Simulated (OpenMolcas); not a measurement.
Run report: Cl, multiconfigurational calculation (part 2 of 2)

Continued. System: Cl. Method: state-averaged RASSCF, active space 5 electrons in the shells 3p 3d 4s; RAS3 3d 4s with at most 1 electron, basis ANO-RCC, DKH2 scalar Hamiltonian, spin-orbit coupling by RASSI with atomic mean-field integrals (OpenMolcas).

Output (extracts), continued:
```
--- RASSI ---
SPIN-FREE ENERGIES:
  (Shifted by EMIN (a.u.) =       -460.8911368873)

 SF State       Relative EMIN(au)   Rel lowest level(eV)    D:o, cm**(-1)      L_eff

     1             0.0000000000        0.0000000000              0.0000         1.0
     2             0.0000000000        0.0000000000              0.0000         1.0
     3             0.0000000000        0.0000000000              0.0000         1.0
     4             0.3210553665        8.7363615843          70463.5082         1.0
     5             0.3210553665        8.7363615843          70463.5082         1.0
     6             0.3210553665        8.7363615843          70463.5082         1.0
    22             0.3389405329        9.2230417560          74388.8485         1.0
    23             0.3389405329        9.2230417560          74388.8485         1.0
    24             0.3389405329        9.2230417560          74388.8485         1.0
    25             0.3886149716       10.5747520932          85291.1276         2.0
    26             0.3886149716       10.5747520932          85291.1276         2.0
    27             0.3886149716       10.5747520932          85291.1276         2.0
    28             0.3886149716       10.5747520932          85291.1276         2.0
    29             0.3886149716       10.5747520932          85291.1276         2.0
     7             0.3974497442       10.8151585033          87230.1361         2.0
     8             0.3974497442       10.8151585033          87230.1361         2.0
     9             0.3974497442       10.8151585033          87230.1361         2.0
    10             0.3974497442       10.8151585033          87230.1361         2.0
    11             0.3974497442       10.8151585033          87230.1361         2.0
    15             0.4285255725       11.6607748707          94050.4921         3.0
    16             0.4285255725       11.6607748707          94050.4921         3.0
    17             0.4285255725       11.6607748707          94050.4921         3.0
    18             0.4285255725       11.6607748707          94050.4921         3.0
    12             0.4285255725       11.6607748707          94050.4921         3.0
    13             0.4285255725       11.6607748707          94050.4921         3.0
    14             0.4285255725       11.6607748707          94050.4921         3.0
    20             0.4466106398       12.1528946222          98019.7055         1.0
    21             0.4466106398       12.1528946222          98019.7055         1.0
    19             0.4466106398       12.1528946222          98019.7055         1.0
    30             0.4513095936       12.2807596686          99051.0067         3.0
    31             0.4513095936       12.2807596686          99051.0067         3.0
    32             0.4513095936       12.2807596686          99051.0067         3.0
    33             0.4513095936       12.2807596686          99051.0067         3.0
    34             0.4513095936       12.2807596686          99051.0067         3.0
    35             0.4513095936       12.2807596686          99051.0067         3.0
    36             0.4513095936       12.2807596686          99051.0067         3.0
    37             0.4546969892       12.3729353989          99794.4541         1.0
    38             0.4546969892       12.3729353989          99794.4541         1.0
    39             0.4546969892       12.3729353989          99794.4541         1.0
    40             0.4685663875       12.7503409509         102838.4352         2.0
Eigenvalues of complex Hamiltonian:
   -----------------------------------
  (Shifted by EMIN (a.u.) =       -460.8911368873)

 SO State       Relative EMIN(au)   Rel lowest level(eV)    D:o, cm**(-1)     J-value

     1            -0.0012532601        0.0000000000              0.0000         1.0
     2            -0.0012532601        0.0000000000              0.0000         1.0
     3            -0.0012532601        0.0000000000              0.0000         1.3
     4            -0.0012532601        0.0000000000              0.0000         1.3
     5             0.0025065202        0.1023088332            825.1764         0.4
     6             0.0025065202        0.1023088332            825.1764         0.4
     7             0.3196251732        8.7315469872          70424.6759         1.2
     8             0.3196251732        8.7315469872          70424.6759         2.2
     9             0.3196251732        8.7315469872          70424.6759         2.3
    10             0.3196251732        8.7315469872          70424.6759         1.4
    11             0.3196251732        8.7315469872          70424.6759         2.2
    12             0.3196251732        8.7315469872          70424.6759         2.3
    13             0.3218916447        8.7932208185          70922.1089         1.4
    14             0.3218916447        8.7932208185          70922.1089         1.2
    15             0.3218916447        8.7932208185          70922.1089         1.2
    16             0.3218916447        8.7932208185          70922.1089         0.9
    17             0.3233203027        8.8320965815          71235.6630         0.4
    18             0.3233203027        8.8320965815          71235.6630         0.4
    19             0.3380160815        9.2319890958          74461.0137         1.0
    20             0.3380160815        9.2319890958          74461.0137         1.0
    21             0.3380160815        9.2319890958          74461.0137         1.3
    22             0.3380160815        9.2319890958          74461.0137         1.3
    23             0.3408268769        9.3084747358          75077.9120         0.4
    24             0.3408268769        9.3084747358          75077.9120         0.4
    25             0.3886484609       10.6097663288          85573.5365         1.3
    26             0.3886484609       10.6097663288          85573.5365         1.3
    27             0.3886484609       10.6097663288          85573.5365         1.0
    28             0.3886484609       10.6097663288          85573.5365         1.0
    29             0.3886807709       10.6106455271          85580.6277         2.3
    30             0.3886807709       10.6106455271          85580.6277         2.3
    31             0.3886807709       10.6106455271          85580.6277         2.2
    32             0.3886807709       10.6106455271          85580.6277         2.2
    33             0.3886807709       10.6106455271          85580.6277         1.3
    34             0.3886807709       10.6106455271          85580.6277         1.3
    35             0.3969415926       10.8354339372          87393.6685         3.2
    36             0.3969415926       10.8354339372          87393.6685         2.9
    37             0.3969415926       10.8354339372          87393.6685         3.3
    38             0.3969415926       10.8354339372          87393.6685         3.1
    39             0.3969415926       10.8354339372          87393.6685         1.8
    40             0.3969415926       10.8354339372          87393.6685         3.1
    41             0.3969415926       10.8354339372          87393.6685         2.9
Weights of the five most important spin-orbit-free states for each spin-orbit state.

 SO State  Total energy (au)           Spin-free states, spin, and weights
 -------------------------------------------------------------------------------------------------------
    1        -0.001253       3 0.5  0.6667    1 0.5  0.1667    2 0.5  0.1667   44 0.5  0.0000   43 0.5  0.0000
    2        -0.001253       3 0.5  0.6667    1 0.5  0.1667    2 0.5  0.1667   44 0.5  0.0000   43 0.5  0.0000
    3        -0.001253       1 0.5  0.5000    2 0.5  0.5000   44 0.5  0.0000   43 0.5  0.0000   42 0.5  0.0000
    4        -0.001253       1 0.5  0.5000    2 0.5  0.5000   44 0.5  0.0000   43 0.5  0.0000   42 0.5  0.0000
    5         0.002507       1 0.5  0.3333    2 0.5  0.3333    3 0.5  0.3333   44 0.5  0.0000   43 0.5  0.0000
    6         0.002507       1 0.5  0.3333    2 0.5  0.3333    3 0.5  0.3333   44 0.5  0.0000   43 0.5  0.0000
    7         0.319625       6 1.5  0.5037    5 1.5  0.4122    4 1.5  0.0833   26 0.5  0.0004   25 0.5  0.0003
    8         0.319625       6 1.5  0.4633    4 1.5  0.4022    5 1.5  0.1337   27 0.5  0.0004   25 0.5  0.0002
    9         0.319625       4 1.5  0.4313    5 1.5  0.4310    6 1.5  0.1368   29 0.5  0.0004   27 0.5  0.0002
   10         0.319625       6 1.5  0.5244    5 1.5  0.3832    4 1.5  0.0915   25 0.5  0.0004   26 0.5  0.0003
   11         0.319625       4 1.5  0.4577    6 1.5  0.3380    5 1.5  0.2036   28 0.5  0.0003   27 0.5  0.0002
   12         0.319625       4 1.5  0.5324    5 1.5  0.4347    6 1.5  0.0322   29 0.5  0.0004   28 0.5  0.0004
```

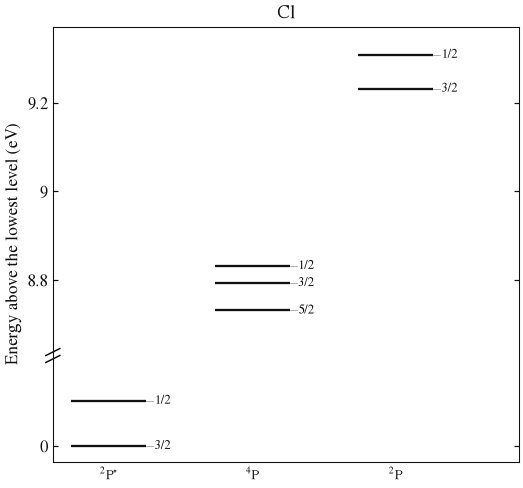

*Level diagram of Cl I (neutral chlorine).*

The lowest level is 3p⁵ ²P°₃/₂. The first excited level, 3p⁵ ²P°₁/₂, lies at 0.102 eV. Among those computed, the lowest level of opposite parity, 3p⁴ 4s ⁴P₅/₂, is at 8.73 eV. The leading LS term holds 100 % of a level on average. The ground level has g = 1.334. Spin-orbit coupling puts the ground level 0.0341 eV below the lowest spin-free term.

```tsv
Configuration	Level	E (eV)	LS purity (%)
3p⁵	²P°₃/₂	0	100
3p⁵	²P°₁/₂	0.1023	100
3p⁴ 4s	⁴P₅/₂	8.732	100
3p⁴ 4s	⁴P₃/₂	8.793	100
3p⁴ 4s	⁴P₁/₂	8.832	100
3p⁴ 4s	²P₃/₂	9.232	99
3p⁴ 4s	²P₁/₂	9.308	100
```

Outcome of the run: converged.
